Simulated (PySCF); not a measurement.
BeZn

| atom | x (Å) | y (Å) | z (Å) |
| --- | --- | --- | --- |
| Be | 0.0000 | 0.0000 | -2.5487 |
| Zn | 0.0000 | 0.0000 | 0.3593 |

Level of theory: PySCF, PBE0/x2c-SVPall, spin-free X2C-1e, Gaussian nucleus, at a bond length of 2.908 Å.

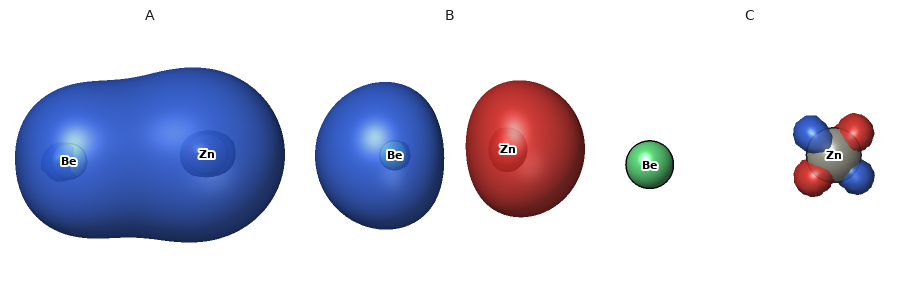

Figure 1. Three frontier orbitals, each drawn at the value that holds 80 % of its norm (blue and red are the two phases), in no order; of a degenerate pair one member is drawn.

> Name the orbitals and rank them from lowest to highest energy.

Orbital C: π, occupied, −13.36 eV; almost wholly on Zn.
Orbital A: σ, occupied, −7.83 eV; shared between the atoms (Be 40 %, Zn 60 %).
Orbital B: σ, occupied, −5.61 eV; shared between the atoms (Be 60 %, Zn 40 %).

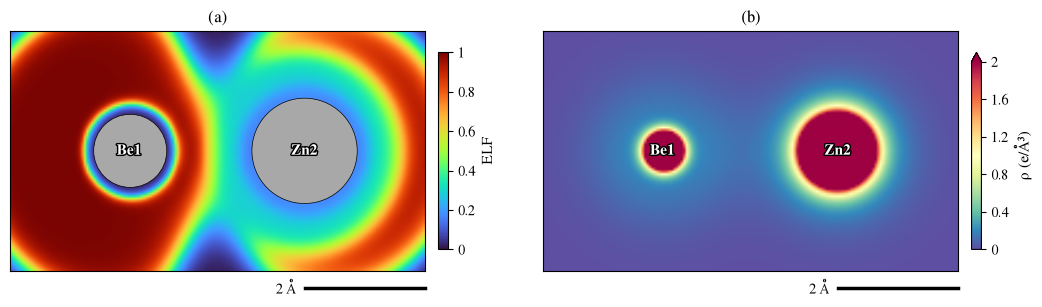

Figure 2. (a) electron localisation function; (b) total electron density on a plane that holds the molecular axis. Grey discs cover the atomic cores in the ELF map.

> Interpret the plot.

- Atoms in the plane: Be and Zn.
- Be–Zn (2.91 Å): ρ is about 0.14 e/Å³ halfway; the ELF is about 0.45 at the midpoint.

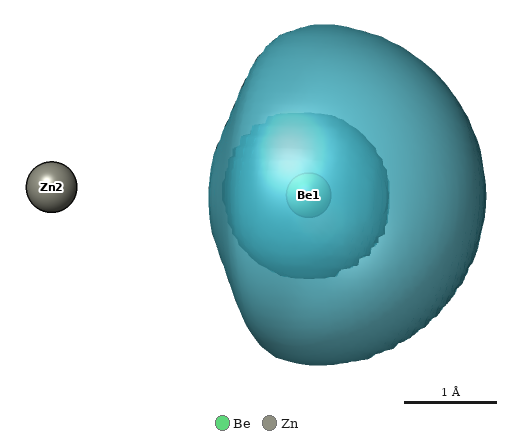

Figure 3. Isosurface of the electron localisation function at 0.9 (cyan), seen from one side. Only the valence region is drawn (cores and ρ < 0.01 e/Å³ removed).

> Where are the electrons localised?

The ELF exceeds this value in one region wrapped around Be (its valence shell).
